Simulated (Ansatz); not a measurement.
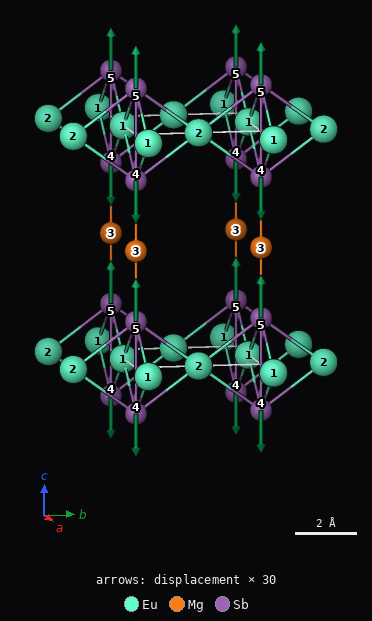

A relaxation of crystalline Eu2MgSb2 (a generated structure, set up in P4/mmm) (coarse preliminary run). The starting structure is drawn; green arrows show the displacements (the part carried along by the change of the cell is left out), magnified 30 times.

Style: ball-and-stick. Shown: the cell of the calculation, slightly off an axis.

Level of theory: DFT PBE, scalar-relativistic, plane waves, PAW in Ansatz.

The input:
```yaml
crystal:
  lattice:
    - [4.18885792, 0.0, 0.0]
    - [0.0, 4.18885792, 0.0]
    - [0.0, 0.0, 7.73267547]
  atoms:
    - { symbol: Eu, position: [0.5, 0.0, 0.0], spin: 7.0 }
    - { symbol: Eu, position: [0.0, 0.5, 0.0], spin: 7.0 }
    - { symbol: Mg, position: [0.0, 0.0, 0.5] }
    - { symbol: Sb, position: [0.0, 0.0, 0.80280073] }
    - { symbol: Sb, position: [0.0, 0.0, 0.19719927] }
basis:
  ecutwfc: 420
kpoints:
  mp_grid: { grid: [4, 4, 2] }
hamiltonian:
  xc: pbe
scf:
  occupations: { method: gaussian, width: 0.1 }
  lower_state_search: "off"
output:
  forces: true
  stress: true
  eigenvalues: true
  populations: true
magnetization:
  spin_polarized: true
relax:
  adjacent_minimum: "off"
  f_tol: 0.04
  max_steps: 70
  cell: { stress_tol: 0.4 }
```

Run as
```bash
ansatz run input.yaml --threads 1 --pin off --max-ram 2048MiB --backend cpu --events-out ev --progress --plain --runs-dir out
```

Q: What happened in the run?

A: The largest moves relative to the cell, 0.049 Å, are those of Sb4 and Sb5. Sb4 goes along −c. Eu and Mg stay in place. Cell: a = b 4.189 → 5.460 Å (+30.3 %), c 7.733 → 9.028 Å (+16.8 %). Volume +98.3 %. Some distances before and after: Eu1–Eu2 2.962 → 3.860 Å, Eu1–Sb4 2.591 → 3.286 Å, Sb4–Sb5 3.050 → 3.658 Å, Mg3–Sb4 2.341 → 2.685 Å. Bond angles that change, for instance: Sb4–Eu1–Sb5 72.1° → 67.7°, Sb4–Eu1–Sb4 107.9° → 112.3°, Eu1–Sb4–Eu1 107.9° → 112.3°. The space group stays P4/mmm (No. 123). The energy falls by 2190 meV per atom in 9 accepted moves (11 points after the start). Largest force component: 7.7 eV/Å at the start, 0.005 eV/Å at the end. The pressure goes from 45.75 to 0.06 GPa. The SCF was repeated twice at an unchanged geometry on a basis and grid sized afresh for the cell, which shifted the energy by 87.0 meV per atom at most. The run took 4.5 min on 1 thread of Arm Neoverse V1 (shared host), peak memory 0.71 GiB.

Limits of the set-up: the k-point mesh is coarse for a cell with partly filled bands; 4f states are treated without a Hubbard U.
